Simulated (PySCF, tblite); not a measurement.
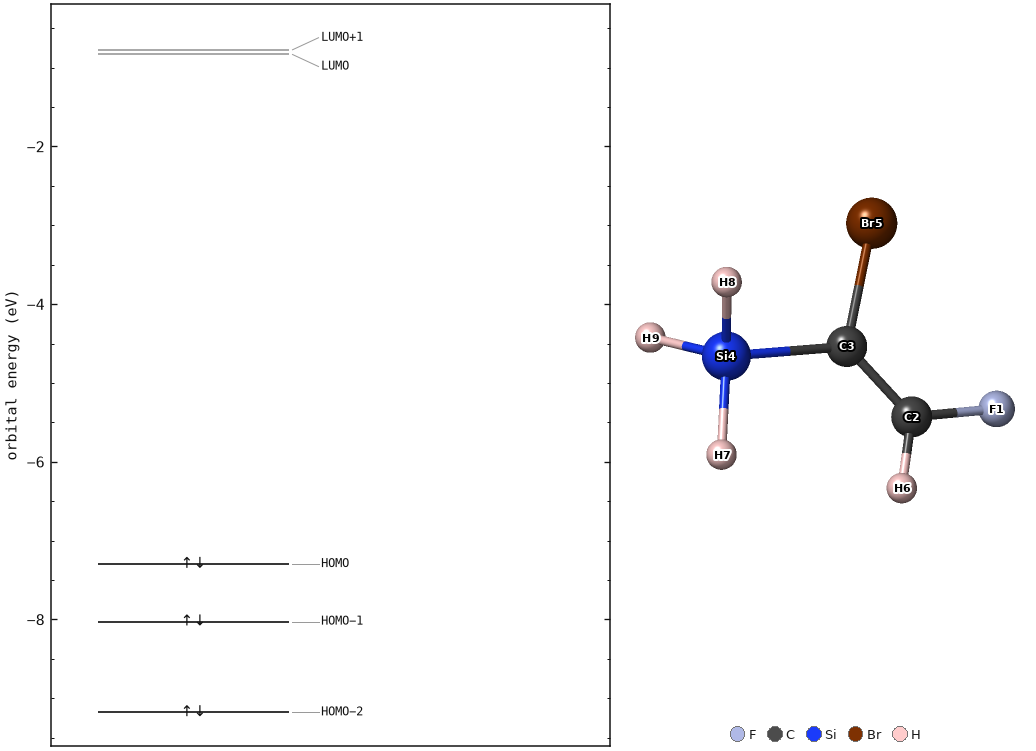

C₂H₄BrFSi, SMILES F/C=C(/[SiH3])Br. Kohn-Sham orbital energies near the frontier, B3LYP/def2-SVPD, PySCF, at a GFN2-xTB geometry (a minimum by its frequencies), isolated molecule; empty levels in grey, levels within 0.03 eV side by side.

### Where do the frontier orbitals lie?

HOMO at −7.30 eV, LUMO at −0.83 eV, 6.46 eV apart.

### List the levels with the atoms that carry most of them (a dash for levels above zero or within 0.03 eV of another, where shares mean little).

```
orbital  energy (eV)                Löwdin shares
 LUMO+1        −0.77     C2 34 %, C3 30 %, F1 9 %
   LUMO        −0.83    Br5 53 %, C3 24 %, C2 8 %
   HOMO        −7.30   Br5 41 %, C3 24 %, C2 22 %
 HOMO−1        −8.03   Br5 77 %, C3 12 %, Si4 6 %
 HOMO−2        −9.18  Br5 40 %, C3 20 %, Si4 12 %
```

Known limits of this run: the tight-binding geometry is rougher than a DFT one and adds to the error; spin-orbit coupling is left out, and with Br it can shift these levels and split any degenerate set.
